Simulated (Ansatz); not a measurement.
HOSSi (SMILES O=[SiH][S-]) (charge −1)

Input

```
crystal:
  periodic: [false, false, false]
  atoms:
    - {symbol: O, position_ang: [-0.406736, 0.745572, 0.474888]}
    - {symbol: S, position_ang: [-0.889959, -0.755707, -2.423697]}
    - {symbol: Si, position_ang: [0.044685, 0.206456, -0.921763]}
    - {symbol: H, position_ang: [1.504797, 0.464261, -1.208099]}
basis:
  gaussian:
    orbitals: def2-TZVPD
total_charge: -1
hamiltonian:
  xc: {name: PBE0}
output: {forces: true, orbitals: {seedname: orbitals}}
```

Command:

```sh
ansatz run input.yaml --threads 1 --pin off --max-ram 2610MiB --events-out events.jsonl --progress --plain --runs-dir runs
```

Geometry: PBE0-D3(BJ)/def2-SVPD.

Level of theory: isolated molecule in a Gaussian basis; Kohn-Sham density functional theory, functional PBE0 in Ansatz 0.2.0.

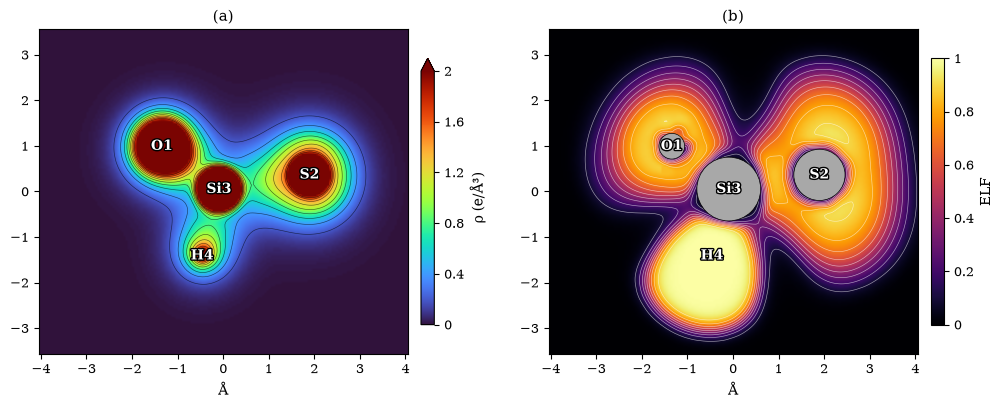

Figure 1. (a) total electron density; (b) electron localisation function on the molecular plane. Grey discs cover the atomic cores in the ELF map.

### What do the fields say about this system?

The plane passes through O, S, Si and H nuclei. Si–O (1.56 Å): ρ is about 1.4 e/Å³ halfway; the ELF peaks at about 0.85 between the atoms: a short, strongly polar bond. Si–S (2.01 Å): the density is about 0.97 e/Å³ at the midpoint; the ELF peaks at about 0.85 between the atoms (localised, covalent bonding). Si–H (1.51 Å): ρ is about 0.77 e/Å³ halfway; the ELF climbs to about 1 towards the hydrogen, as it does in any bond to H. The ELF also peaks beside S2 and O1, away from the bonds: lone-pair regions.

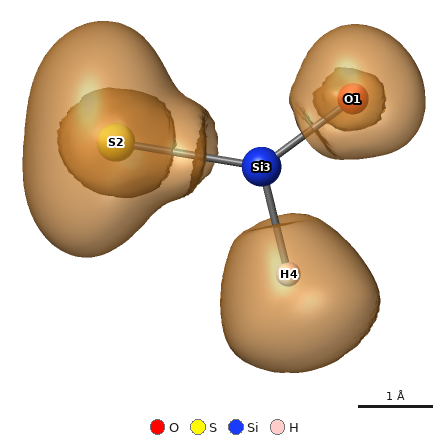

Figure 2. Isosurface of the ELF at 0.75 (orange), seen across its widest extent. Core shells and regions of very low density are left out.

### What do the ELF domains correspond to?

The surface consists of one region around a hydrogen nucleus, one region on S in which the atom's valence shell and bonds are merged and one region wrapped around O (its lone pairs, merged into a ring or cap).

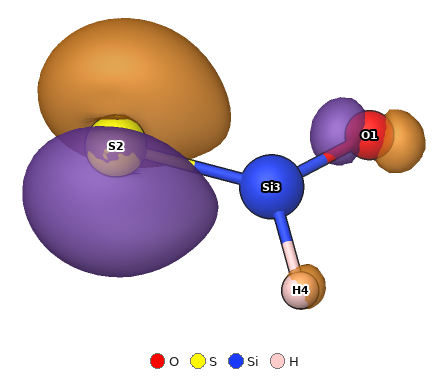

Figure 3. The HOMO at ±0.15 Å⁻³ᐟ² (orange and purple are the two phases), seen at a tilt.

### What is the character of this orbital?

By Hirshfeld shares it lies mainly on S2 (about 80 %); it is symmetric in the molecular plane (an in-plane orbital: σ, lone-pair or in-plane π type); largely a lone pair of S2. Its energy is −1.94 eV.
